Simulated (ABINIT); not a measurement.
# SiC (P6_3mc): G0W0 with ABINIT, start to end, part 2 of 3

How does a plane-wave GW calculation on SiC (P6_3mc) run from the first input to the gap?

ABINIT 10.8.3; PBE and many-body steps on it, plane waves. Known limits of the many-body steps: not at the basis limit; coarse k mesh.

So far. Step 2 (Ground state): The gap is indirect, with the least direct gap 1.13 eV higher.

## Step 3: Bands along the symmetry lines

Level of this step: DFT, PBE, plane waves, norm-conserving pseudopotentials (ABINIT).

Levels along a band path, at the cheap level, show where the edges lie and whether the meshes to come will hold them.

run.abi

```
acell 3*1.0 Angstrom
rprim 
  3.075694149693 -0.000000000023 0.000000000000
  -1.537847074826 2.663629267917 0.000000000000
  0.000000000000 0.000000000000 10.070646480000
ntypat 2
znucl 14 6
natom 8
typat 1 1 1 1 2 2 2 2
xred 
  0.666666666667 0.333333333333 0.937841980000
  0.333333333333 0.666666666667 0.437841980000
  0.000000000000 0.000000000000 0.687894380000
  0.000000000000 0.000000000000 0.187894380000
  0.666666666667 0.333333333333 0.749802590000
  0.333333333333 0.666666666667 0.249802590000
  0.000000000000 0.000000000000 0.500460050000
  0.000000000000 0.000000000000 0.000460050000
pp_dirpath "pseudos"
pseudos "Si.upf, C.upf"
ecut 37
iscf -2
irdden 1
kptopt 0
nkpt 39
kpt 
  0.00000000 0.00000000 0.00000000
  0.12500000 0.00000000 0.00000000
  0.25000000 0.00000000 0.00000000
  0.37500000 0.00000000 0.00000000
  0.50000000 0.00000000 0.00000000
  0.45833333 0.08333333 0.00000000
  0.41666666 0.16666666 0.00000000
  0.37500000 0.25000000 0.00000000
  0.33333333 0.33333333 0.00000000
  0.25000000 0.25000000 0.00000000
  0.16666666 0.16666666 0.00000000
  0.08333333 0.08333333 0.00000000
  0.00000000 0.00000000 0.00000000
  0.00000000 0.00000000 0.12500000
  0.00000000 0.00000000 0.25000000
  0.00000000 0.00000000 0.37500000
  0.00000000 0.00000000 0.50000000
  0.12500000 0.00000000 0.50000000
  0.25000000 0.00000000 0.50000000
  0.37500000 0.00000000 0.50000000
  0.50000000 0.00000000 0.50000000
  0.45833333 0.08333333 0.50000000
  0.41666666 0.16666666 0.50000000
  0.37500000 0.25000000 0.50000000
  0.33333333 0.33333333 0.50000000
  0.25000000 0.25000000 0.50000000
  0.16666666 0.16666666 0.50000000
  0.08333333 0.08333333 0.50000000
  0.00000000 0.00000000 0.50000000
  0.50000000 0.00000000 0.50000000
  0.50000000 0.00000000 0.37500000
  0.50000000 0.00000000 0.25000000
  0.50000000 0.00000000 0.12500000
  0.50000000 0.00000000 0.00000000
  0.33333333 0.33333333 0.50000000
  0.33333333 0.33333333 0.37500000
  0.33333333 0.33333333 0.25000000
  0.33333333 0.33333333 0.12500000
  0.33333333 0.33333333 0.00000000
istwfk *1
nband 23
nbdbuf 2
tolwfr 1e-08
nstep 40
prtwf 0
prtvol 0
indata_prefix "in"
outdata_prefix "out"
tmpdata_prefix "tmp"
```

Command:

```
$ OMP_NUM_THREADS=1 mpirun -n 4 abinit run.abi > log
```

Numbers of over 12 decimals in the logs are rounded to 6 here.

Output:

```text
.Version 10.8.3 of ABINIT. v10.8.2 released Aug 2026.

 Symmetries : space group P6_3 m c (#186); Bravais hP (primitive hexag.)
[... echo of the input left out ...]
== DATASET  1 ==================================================================
-   mpi_nproc: 4, omp_nthreads: 1 (-1 if OMP is not activated)

--- !DatasetInfo
iteration_state: {dtset: 1, }
dimensions: {natom: 8, nkpt: 39, mband: 23, nsppol: 1, nspinor: 1, nspden: 1, mpw: 6045, }
cutoff_energies: {ecut:  37.0, pawecutdg:  -1.0, }
electrons: {nelect:   3.20000000E+01, charge:   0.00000000E+00, occopt:   1.00000000E+00, tsmear:   1.00000000E-02, }

 Real(R)+Recip(G) space primitive vectors, cartesian coordinates (Bohr,Bohr^-1):
 R(1)=  5.8122196  0.0000000  0.0000000  G(1)=  0.1720513  0.0993339  0.0000000
 R(2)= -2.9061098  5.0335298  0.0000000  G(2)=  0.0000000  0.1986677  0.0000000
 R(3)=  0.0000000  0.0000000 19.0307638  G(3)=  0.0000000  0.0000000  0.0525465
 Unit cell volume ucvol=  5.5676366E+02 bohr^3
 Angles (23,13,12)=  9.00000000E+01  9.00000000E+01  1.20000000E+02 degrees

 getcut: wavevector=  0.0000  0.0000  0.0000  ngfft=  32  32 108
         ecut(hartree)=     37.000   => boxcut(ratio)=   2.01068

--- Pseudopotential description ------------------------------------------------
- Si Generated using ONCVPSP code by D. R. Hamann
- 14.00000   4.00000  171031                  znucl, zion, pspdat
12 -101130 2 -1 1510                          pspcod,pspxc,lmax,lloc,mmax
     nproj     2     2     2
  pspatm : epsatm=    9.34321561
         --- l  ekb(1:nproj) -->
             0    5.168965    0.829883
             1    2.571282    0.578307
             2   -2.427311   -0.488097
 pspatm: atomic psp has been read  and splines computed

- C Generated using ONCVPSP code by D. R. Hamann
-  6.00000   4.00000  171031                  znucl, zion, pspdat
12 -101130 1 -1 1248                          pspcod,pspxc,lmax,lloc,mmax
     nproj     2     2     0
  pspatm : epsatm=    4.31346680
         --- l  ekb(1:nproj) -->
[...]
pspatm: atomic psp has been read  and splines computed

--------------------------------------------------------------------------------

================================================================================
 prteigrs : about to open file out_EIG
 Non-SCF case, kpt    1 (  0.00000  0.00000  0.00000), residuals and eigenvalues=
  3.58E-09  2.98E-09  2.79E-09  2.73E-09  3.24E-09  8.83E-09  7.61E-09  4.43E-09
  8.11E-09  3.04E-09  6.56E-09  4.21E-09  8.70E-09  5.58E-09  6.88E-09  7.76E-09
  4.66E-09  7.00E-09  4.90E-09  5.51E-09  6.76E-09  3.09E-06  1.99E-07
 -3.1516E-01 -2.7183E-01 -2.7047E-01 -1.8372E-01 -6.2487E-02  9.3494E-02
  9.4983E-02  2.1124E-01  2.1124E-01  2.2822E-01  2.2822E-01  2.3345E-01
  2.3345E-01  2.5300E-01  2.5495E-01  2.5495E-01  4.4278E-01  4.6407E-01
  4.8689E-01  4.8780E-01  5.1193E-01  5.1218E-01  5.1284E-01
[...]
4.4589E-01  4.6079E-01  4.6079E-01  5.8369E-01  5.8408E-01

--- !ResultsGS
iteration_state: {dtset: 1, }
comment   : Summary of ground state results
lattice_vectors:
- [  5.8122196,  -0.0000000,   0.0000000, ]
- [ -2.9061098,   5.0335298,   0.0000000, ]
- [  0.0000000,   0.0000000,  19.0307638, ]
lattice_lengths: [   5.81222,    5.81222,   19.03076, ]
lattice_angles: [ 90.000,  90.000, 120.000, ] # degrees, (23, 13, 12)
lattice_volume:   5.5676366E+02
convergence: {deltae:  0.000E+00, res2:  0.000E+00, residm:  9.898E-09, diffor:  0.000E+00, }
etotal    :  -4.10784775E+01
entropy   :   0.00000000E+00
fermie    :   2.54948116E-01
cartesian_stress_tensor: null
pressure_GPa: null
xred      :
- [  6.6667E-01,   3.3333E-01,   9.3784E-01, Si]
- [  3.3333E-01,   6.6667E-01,   4.3784E-01, Si]
- [  1.8504E-17,   3.7007E-17,   6.8789E-01, Si]
- [  1.8504E-17,   3.7007E-17,   1.8789E-01, Si]
- [  6.6667E-01,   3.3333E-01,   7.4980E-01,  C]
- [  3.3333E-01,   6.6667E-01,   2.4980E-01,  C]
- [  1.8504E-17,   3.7007E-17,   5.0046E-01,  C]
- [  1.8504E-17,   3.7007E-17,   4.6005E-04,  C]
cartesian_forces: null
force_length_stats: {min: null, max: null, mean: null, }

 Integrated electronic density in atomic spheres:
 ------------------------------------------------
 Atom  Sphere_radius  Integrated_density
[...]
================================================================================

 ----iterations are completed or convergence reached----

 Mean square residual over all n,k,spin=   54.714E-10; max=  98.983E-10
 reduced coordinates (array xred) for    8 atoms
[...]
0.000000000000      0.000000000000      0.500460050000
       0.000000000000      0.000000000000      0.000460050000

 cartesian coordinates (angstrom) at end:
    1      1.537847     0.887876     9.444675
    2      1.367e-11     1.775753     4.409352
    3      0.000000     0.000000     6.927541
[...]
7      0.000000     0.000000     5.039956
    8      0.000000     0.000000     0.004633
 length scales=  1.889726125908  1.889726125908  1.889726125908 bohr
              =  1.000000000000  1.000000000000  1.000000000000 angstroms
 prteigrs : about to open file out_EIG
 Eigenvalues (hartree) for nkpt=  39  k points:
 kpt#   1, nband= 23, wtk=  1.00000, kpt=  0.0000  0.0000  0.0000 (reduced coord)
[...]
kpt#   2, nband= 23, wtk=  1.00000, kpt=  0.1250  0.0000  0.0000 (reduced coord)
[...]
kpt#   3, nband= 23, wtk=  1.00000, kpt=  0.2500  0.0000  0.0000 (reduced coord)
[...]
kpt#  38, nband= 23, wtk=  1.00000, kpt=  0.3333  0.3333  0.1250 (reduced coord)
[...]
0.39582    0.39582    0.44999    0.46778    0.46778    0.57227    0.58347
 kpt#  39, nband= 23, wtk=  1.00000, kpt=  0.3333  0.3333  0.0000 (reduced coord)
  -0.15069   -0.14294   -0.14294   -0.13979   -0.02756   -0.01282   -0.01282    0.02704
   0.02704    0.02797    0.09379    0.09379    0.10788    0.14924    0.14924    0.19337
   0.40118    0.40118    0.44589    0.46079    0.46079    0.58369    0.58408

== END DATASET(S) ==============================================================
================================================================================

 -outvars: echo values of variables after computation  --------
            nband          23
             nkpt          39
          spgroup         186
 [... the other variables as echoed above ...]

 Calculation completed.
```

The job ended after 18 s (4 MPI ranks of AMD EPYC 9R45, shared host; peak memory 0.4 GiB).

This step gave:

```
gap                        : 2.228 eV
k of the valence top       : 0, 0, 0
k of the conduction bottom : 0.5, 0, 0
least direct gap           : 3.353 eV
```

The gap is 2.228 eV, as in the run before at this level.

The electronic bands at the labelled points (eV, zero at the top of the highest filled band):

```csv
point,band 13,band 14,band 15,band 16,band 17,band 18,band 19,band 20
Γ,-0.58,-0.05,0.00,0.00,5.11,5.69,6.31,6.34
M,-2.37,-2.23,-1.58,-1.13,2.23,2.36,4.24,4.76
K,-4.00,-2.88,-2.88,-1.68,3.98,3.98,5.20,5.60
Γ,-0.58,-0.05,0.00,0.00,5.11,5.69,6.31,6.34
A,-0.21,-0.21,-0.21,-0.21,5.32,5.32,6.78,6.78
L,-2.51,-2.51,-1.56,-1.56,2.64,2.64,4.22,4.22
H,-2.76,-2.76,-2.46,-2.46,3.25,3.25,6.69,6.69
A,-0.21,-0.21,-0.21,-0.21,5.32,5.32,6.78,6.78
jump to L,-2.51,-2.51,-1.56,-1.56,2.64,2.64,4.22,4.22
M,-2.37,-2.23,-1.58,-1.13,2.23,2.36,4.24,4.76
jump to H,-2.76,-2.76,-2.46,-2.46,3.25,3.25,6.69,6.69
K,-4.00,-2.88,-2.88,-1.68,3.98,3.98,5.20,5.60
```

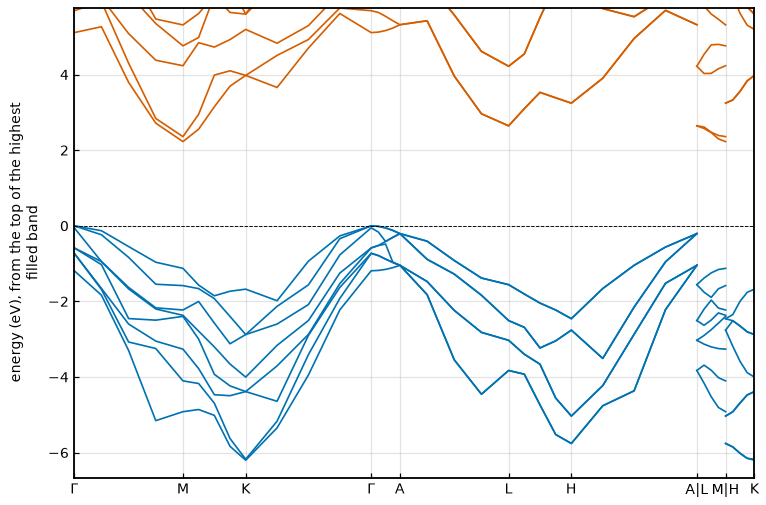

Electronic bands along the path; lines of filled and empty bands in two colours.

## Step 4: Empty states on the mesh, 3×3×2 mesh, 156 bands

The sums over transitions need many empty states on a uniform mesh; this step solves for them.

run.abi

```
acell 3*1.0 Angstrom
rprim 
  3.075694149693 -0.000000000023 0.000000000000
  -1.537847074826 2.663629267917 0.000000000000
  0.000000000000 0.000000000000 10.070646480000
ntypat 2
znucl 14 6
natom 8
typat 1 1 1 1 2 2 2 2
xred 
  0.666666666667 0.333333333333 0.937841980000
  0.333333333333 0.666666666667 0.437841980000
  0.000000000000 0.000000000000 0.687894380000
  0.000000000000 0.000000000000 0.187894380000
  0.666666666667 0.333333333333 0.749802590000
  0.333333333333 0.666666666667 0.249802590000
  0.000000000000 0.000000000000 0.500460050000
  0.000000000000 0.000000000000 0.000460050000
pp_dirpath "pseudos"
pseudos "Si.upf, C.upf"
ecut 37
ngkpt 3 3 2
nshiftk 1
shiftk 0 0 0
kptopt 1
chksymbreak 0
iscf -2
irdden 1
istwfk *1
nband 156
nbdbuf 14
tolwfr 1e-09
nstep 60
prtvol 0
indata_prefix "in"
outdata_prefix "out"
tmpdata_prefix "tmp"
```

Output:

```text
.Version 10.8.3 of ABINIT. v10.8.2 released Aug 2026.

 Symmetries : space group P6_3 m c (#186); Bravais hP (primitive hexag.)
[... echo of the input left out ...]
== DATASET  1 ==================================================================
-   mpi_nproc: 4, omp_nthreads: 1 (-1 if OMP is not activated)

--- !DatasetInfo
iteration_state: {dtset: 1, }
dimensions: {natom: 8, nkpt: 6, mband: 156, nsppol: 1, nspinor: 1, nspden: 1, mpw: 6030, }
cutoff_energies: {ecut:  37.0, pawecutdg:  -1.0, }
electrons: {nelect:   3.20000000E+01, charge:   0.00000000E+00, occopt:   1.00000000E+00, tsmear:   1.00000000E-02, }

 Real(R)+Recip(G) space primitive vectors, cartesian coordinates (Bohr,Bohr^-1):
 R(1)=  5.8122196  0.0000000  0.0000000  G(1)=  0.1720513  0.0993339  0.0000000
 R(2)= -2.9061098  5.0335298  0.0000000  G(2)=  0.0000000  0.1986677  0.0000000
 R(3)=  0.0000000  0.0000000 19.0307638  G(3)=  0.0000000  0.0000000  0.0525465
 Unit cell volume ucvol=  5.5676366E+02 bohr^3
 Angles (23,13,12)=  9.00000000E+01  9.00000000E+01  1.20000000E+02 degrees

 getcut: wavevector=  0.0000  0.0000  0.0000  ngfft=  32  32 108
         ecut(hartree)=     37.000   => boxcut(ratio)=   2.01068

--- Pseudopotential description ------------------------------------------------
- Si Generated using ONCVPSP code by D. R. Hamann
- 14.00000   4.00000  171031                  znucl, zion, pspdat
12 -101130 2 -1 1510                          pspcod,pspxc,lmax,lloc,mmax
     nproj     2     2     2
  pspatm : epsatm=    9.34321561
         --- l  ekb(1:nproj) -->
             0    5.168965    0.829883
             1    2.571282    0.578307
             2   -2.427311   -0.488097
 pspatm: atomic psp has been read  and splines computed

- C Generated using ONCVPSP code by D. R. Hamann
-  6.00000   4.00000  171031                  znucl, zion, pspdat
12 -101130 1 -1 1248                          pspcod,pspxc,lmax,lloc,mmax
     nproj     2     2     0
  pspatm : epsatm=    4.31346680
         --- l  ekb(1:nproj) -->
[...]
pspatm: atomic psp has been read  and splines computed

--------------------------------------------------------------------------------

================================================================================
 prteigrs : about to open file out_EIG
 Non-SCF case, kpt    1 (  0.00000  0.00000  0.00000), residuals and eigenvalues=
  7.60E-10  8.06E-11  1.36E-10  6.17E-11  5.32E-11  1.57E-10  1.21E-10  1.34E-10
  2.52E-10  1.74E-10  2.30E-10  9.78E-11  1.61E-10  1.99E-10  1.71E-10  7.55E-10
  7.61E-11  9.34E-11  1.39E-10  6.33E-11  6.08E-11  1.04E-10  5.49E-11  1.12E-10
[...]
1.35E-04  6.87E-04  1.77E-04  1.15E-03
 -3.1516E-01 -2.7183E-01 -2.7047E-01 -1.8372E-01 -6.2487E-02  9.3494E-02
  9.4983E-02  2.1124E-01  2.1124E-01  2.2822E-01  2.2822E-01  2.3345E-01
  2.3345E-01  2.5300E-01  2.5495E-01  2.5495E-01  4.4278E-01  4.6407E-01
[...]
2.6895E+00  2.6895E+00  2.6979E+00  2.6979E+00  2.7055E+00  2.7577E+00
  2.7577E+00  2.7829E+00  2.7836E+00  2.7856E+00  2.7926E+00  2.7947E+00
 prteigrs : prtvol=0 or 1, do not print more k-points.

--- !ResultsGS
iteration_state: {dtset: 1, }
comment   : Summary of ground state results
lattice_vectors:
- [  5.8122196,  -0.0000000,   0.0000000, ]
- [ -2.9061098,   5.0335298,   0.0000000, ]
- [  0.0000000,   0.0000000,  19.0307638, ]
lattice_lengths: [   5.81222,    5.81222,   19.03076, ]
lattice_angles: [ 90.000,  90.000, 120.000, ] # degrees, (23, 13, 12)
lattice_volume:   5.5676366E+02
convergence: {deltae:  0.000E+00, res2:  0.000E+00, residm:  9.975E-10, diffor:  0.000E+00, }
etotal    :  -4.10784775E+01
entropy   :   0.00000000E+00
fermie    :   2.54948116E-01
cartesian_stress_tensor: null
pressure_GPa: null
xred      :
- [  6.6667E-01,   3.3333E-01,   9.3784E-01, Si]
- [  3.3333E-01,   6.6667E-01,   4.3784E-01, Si]
- [  1.8504E-17,   3.7007E-17,   6.8789E-01, Si]
- [  1.8504E-17,   3.7007E-17,   1.8789E-01, Si]
- [  6.6667E-01,   3.3333E-01,   7.4980E-01,  C]
- [  3.3333E-01,   6.6667E-01,   2.4980E-01,  C]
- [  1.8504E-17,   3.7007E-17,   5.0046E-01,  C]
- [  1.8504E-17,   3.7007E-17,   4.6005E-04,  C]
cartesian_forces: null
force_length_stats: {min: null, max: null, mean: null, }

 Integrated electronic density in atomic spheres:
 ------------------------------------------------
 Atom  Sphere_radius  Integrated_density
[...]
================================================================================

 ----iterations are completed or convergence reached----

 Mean square residual over all n,k,spin=   37.458E-11; max=  99.749E-11
 reduced coordinates (array xred) for    8 atoms
[...]
0.000000000000      0.000000000000      0.500460050000
       0.000000000000      0.000000000000      0.000460050000

 cartesian coordinates (angstrom) at end:
    1      1.537847     0.887876     9.444675
    2      1.367e-11     1.775753     4.409352
[...]
8      0.000000     0.000000     0.004633
 length scales=  1.889726125908  1.889726125908  1.889726125908 bohr
              =  1.000000000000  1.000000000000  1.000000000000 angstroms
 prteigrs : about to open file out_EIG
 Eigenvalues (hartree) for nkpt=   6  k points:
 kpt#   1, nband=156, wtk=  0.05556, kpt=  0.0000  0.0000  0.0000 (reduced coord)
[...]
2.56667    2.57434    2.59616    2.62426    2.63467    2.63467    2.65819    2.65819
   2.68954    2.68954    2.69790    2.69790    2.70547    2.75766    2.75769    2.78295
   2.78364    2.78558    2.79261    2.79472
 prteigrs : prtvol=0 or 1, do not print more k-points.

== END DATASET(S) ==============================================================
================================================================================

 -outvars: echo values of variables after computation  --------
            nband         156
             nkpt           6
          spgroup         186
 [... the other variables as echoed above ...]

 Calculation completed.
```

Elapsed: 37 s, on 4 MPI ranks; peak memory 0.43 GiB; 2.4 min of CPU time.

This step gave:

- gap: 3.011 eV
- k of the valence top: 0, 0, 0
- k of the conduction bottom: 0.3333, 0, 0
- least direct gap: 3.856 eV
- k points computed: 6
- lowest point of the top converged band, above the valence top: 64.1533 eV

On this mesh the gap is 3.011 eV. The earlier step found 2.228 eV, so this mesh misses an edge.

## Step 5: Screening, 3×3×2 mesh, 142 bands, screening to 130.6 eV

The RPA dielectric matrix is built and inverted for each q.

This step: RPA screening on PBE, plane waves, norm-conserving pseudopotentials.

run.abi, as its differences from that of step 4:

```diff
@@ -26,10 +26,11 @@
 chksymbreak 0
-iscf -2
-irdden 1
 istwfk *1
-nband 156
-nbdbuf 14
-tolwfr 1e-09
-nstep 60
-prtvol 0
+occopt 1
+irdwfk 1
+optdriver 3
+nband 142
+ecuteps 4.8
+inclvkb 2
+awtr 1
+symchi 1
 indata_prefix "in"
```

Output:

```text
.Version 10.8.3 of ABINIT. v10.8.2 released Aug 2026.

 Symmetries : space group P6_3 m c (#186); Bravais hP (primitive hexag.)
[... echo of the input left out ...]
== DATASET  1 ==================================================================
-   mpi_nproc: 4, omp_nthreads: 1 (-1 if OMP is not activated)

--- !DatasetInfo
iteration_state: {dtset: 1, }
dimensions: {natom: 8, nkpt: 6, mband: 142, nsppol: 1, nspinor: 1, nspden: 1, mpw: 6030, }
cutoff_energies: {ecut:  37.0, pawecutdg:  -1.0, }
electrons: {nelect:   3.20000000E+01, charge:   0.00000000E+00, occopt:   1.00000000E+00, tsmear:   1.00000000E-02, }

 SCREENING: Calculation of the susceptibility and dielectric matrices

 Based on a program developped by R.W. Godby, V. Olevano, G. Onida, and L. Reining.
 Incorporated in ABINIT by V. Olevano, G.-M. Rignanese, and M. Torrent.
.Using double precision arithmetic ; gwpc =  8

[... cell and pseudopotentials left out ...]
--------------------------------------------------------------------------------

 ==== K-mesh for the wavefunctions ====
 Number of points in the irreducible wedge :     6
[... list of points left out ...]
 Together with 12 symmetry operations and time-reversal symmetry
 yields    18 points in the full Brillouin Zone.

 ==== Q-mesh for the screening function ====
 Number of points in the irreducible wedge :     6
[... list of points left out ...]
 Together with 12 symmetry operations and time-reversal symmetry
 yields    18 points in the full Brillouin Zone.

 setmesh: FFT mesh size selected  =    20x   20x   72
          total number of points  =        28800

 vcoul_init : cutoff-mode = AUXILIARY_FUNCTION
 q-points for optical limit:   1
     1)      0.000010    0.000020    0.000030

- screening: taking advantage of time-reversal symmetry
- Maximum band index for partially occupied states nbvw = 16
- Remaining bands to be divided among processors   nbcw = 126
- Number of bands treated by each node ~31

 Number of electrons calculated from density =   32.0000; Expected =   32.0000
 average of density, n =  0.057475
 r_s =    1.6075
 omega_plasma =   23.1257 [eV]

 calculating chi0 at frequencies [eV] :
  1    0.000000E+00    0.000000E+00
  2    0.000000E+00    2.312571E+01

--------------------------------------------------------------------------------
  q-point number  1        q = ( 0.000000, 0.000000, 0.000000) [r.l.u.]
--------------------------------------------------------------------------------
[... chi0 elements left out ...]
 For q-point:  0.000010 0.000020 0.000030
  dielectric constant =   9.4936
  dielectric constant without local fields =  10.3802

  Average fulfillment of the sum rule on Im[epsilon] for q-point    1 :     82.91  [%]
[... wings left out ...]
  q-point number  2        q = ( 0.333333, 0.000000, 0.000000) [r.l.u.]
--------------------------------------------------------------------------------
[... chi0 elements left out ...]
  Average fulfillment of the sum rule on Im[epsilon] for q-point    2 :     81.03  [%]

 [... 4 further q-points ...]
```

Run time: 15 s. Hardware: 4 MPI ranks; peak memory 1.1 GiB.

This step gave:

- ε∞ with local fields, on this mesh, along the program's q direction: 9.494
- the same without local fields: 10.38
- plasma frequency: 23.13 eV
- plane waves in the screening matrix: 265

Local fields lower ε∞ by 9 %. On a Γ-centred mesh this coarse the value itself is usually too large, while a short band sum pulls it down.

(Continued in part 3 of 3.)

[Paths, hosts, dates, memory and timing lines, banners, echoed tables and standing remarks are left out of the program output.]

[Logs are printed without paths, hosts, clocks, repeated set-up lines and the standing remarks that a program may print on its own settings, such as how far it seeks lower states.]

[Runs of the session that timed out or met a known fault of the program may be left out.]

[Hosts, paths, dates, database ids (printed as entryN), source tags and the programs' standing remarks are cut or masked in the printed files.]

[G0W0 gaps are taken among the corrected bands and points alone; a level outside them can change the order at an edge.]

[Where Ansatz stands beside ABINIT at settings called matched, ABINIT's density can come from a denser mesh and the files from another edition; pairs whose starting gaps differed by over 0.03 eV were left out, so agreement reads better than it is.]
